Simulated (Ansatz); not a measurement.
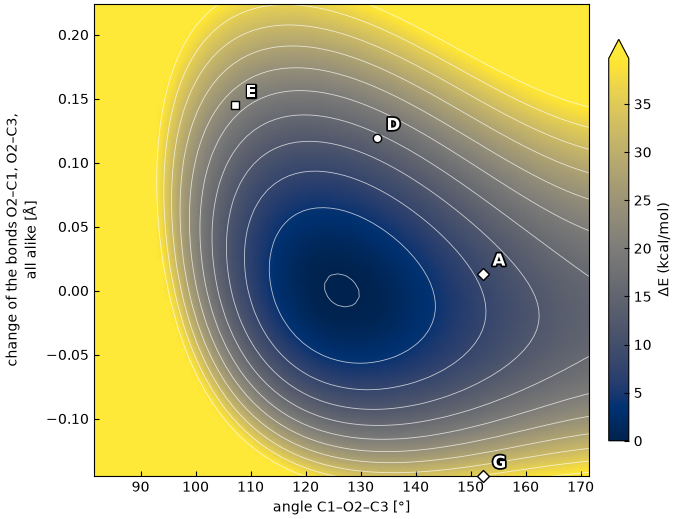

C3H3OS, SMILES [CH2+]OC=C=S, charge +1. 
- The first coordinate is: angle C1–O2–C3; the second: change of the bonds O2–C1, O2–C3, all alike.
- Nothing is relaxed (all other coordinates rigid).
- The scan uses a 15 × 15 grid.
- Points are written as (first, second).
- Energies are in kcal/mol, from the lowest grid point.
- Computed with Ansatz 0.2.0, RKS PBE-D4/def2-SVP.

Drawn: a smooth colour map with a few white contour lines, one colour for all values above the top of the scale, lettered points. Between grid points the surface is interpolated.

Q: Is E the lowest point of the computed grid?

A: No. E lies 22 kcal/mol above the lowest grid point, which is at (126.5°, 0.013 Å).

Q: Rank the lettered points by energy, lowest first.

A: A (9 kcal/mol), D (15 kcal/mol), E (22 kcal/mol), G (36 kcal/mol).
